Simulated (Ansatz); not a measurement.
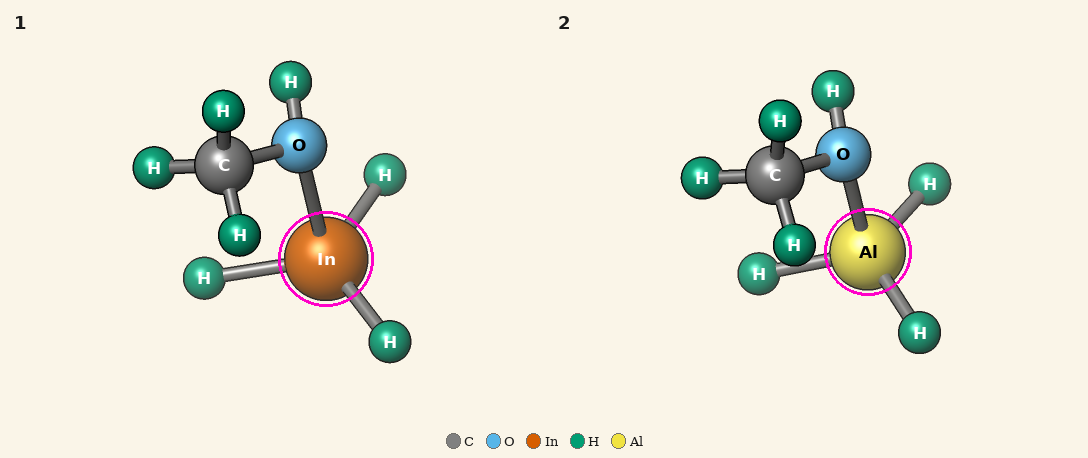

2 molecules with one skeleton, seen from the same side and at one scale; the atom that differs is circled. Charge 0, singlet. Computed geometries: PBE0-D4/def2-TZVP optimisations, one conformation each. Properties computed with Ansatz 0.2.0. Elements past Kr carry core potentials.

One atom differs, called X below: In in panel 1, Al in panel 2. Their formulas are CH7InO (`C[OH+][InH3-]`), CH7AlO (`C[OH+][AlH3-]`).

### In which is the length of X–O larger (PBE0-D4/def2-TZVP)?

In panel 1 (X = In).

### In which is the harmonic zero-point energy higher (PBE0-D4/def2-TZVP)?

In panel 2 (X = Al).

Give the values. With PBE0-D4/def2-TZVP: mean length of X–H (Å), length of X–O (Å), mean angle O–X–H (°), dipole moment (D), harmonic zero-point energy (kJ/mol). With r2SCAN-D4/def2-TZVPP: HOMO energy (Kohn–Sham orbital) (eV), HOMO–LUMO gap (eV).

| quantity | 1 (In) | 2 (Al) | 2 − 1 |
| --- | --- | --- | --- |
| mean length of X–H (Å) | 1.733 | 1.601 | −0.132 |
| length of X–O (Å) | 2.397 | 1.989 | −0.408 |
| mean angle O–X–H (°) | 94.4 | 98.3 | +3.9 |
| dipole moment (D) | 3.80 | 5.05 | +1.25 |
| harmonic zero-point energy (kJ/mol) | 186.7 | 194.7 | +8.0 |
| HOMO energy (Kohn–Sham orbital) (eV) | −6.56 | −6.48 | +0.08 |
| HOMO–LUMO gap (eV) | 5.58 | 5.81 | +0.23 |
